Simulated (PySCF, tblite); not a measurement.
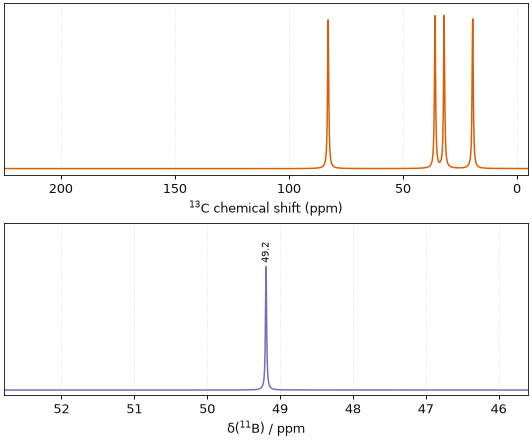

GIAO shifts, PBE0/pcSseg-1, PySCF 2.14.0, at a GFN2-xTB geometry (a minimum by its frequencies), against TMS for ¹³C and BF₃.OEt₂ for ¹¹B computed at the same level. Gas phase, fully decoupled, line heights follow the number of nuclei, widths are arbitrary (no quadrupolar broadening); values of one conformer, averaged over methyl-type rotors and exact or near symmetry; other conformers aren't averaged in.

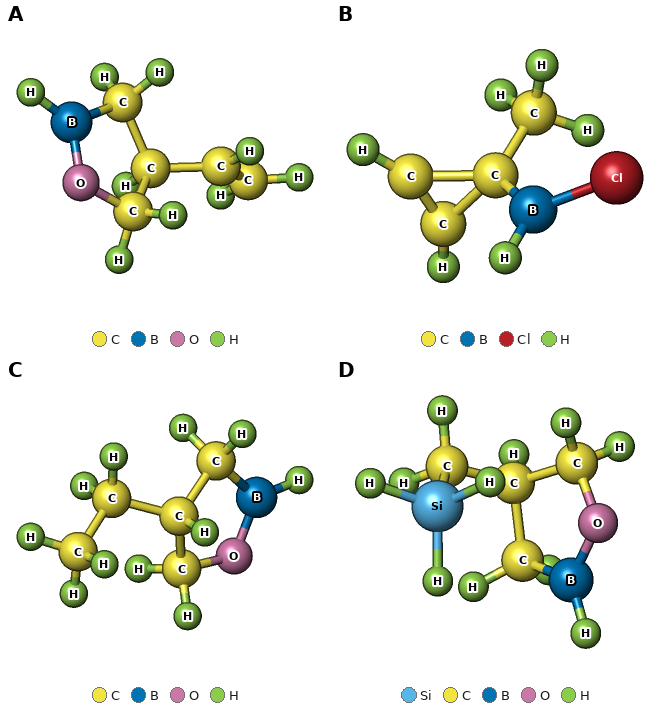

Question: Which structure fits the spectrum? The candidates are drawn in the second picture.

Answer: Structure D, C₄H₁₁BOSi, SMILES [SiH3]C[C@@H]1CBOC1. Its ¹³C signals: 82.8 (1 C), 35.9 (1 C), 31.9 (1 C), 19.4 (1 C) ppm. Its ¹¹B signals: 49.2 (1 B) ppm.

Caveats: the tight-binding geometry is rougher than a DFT one and adds to the error.
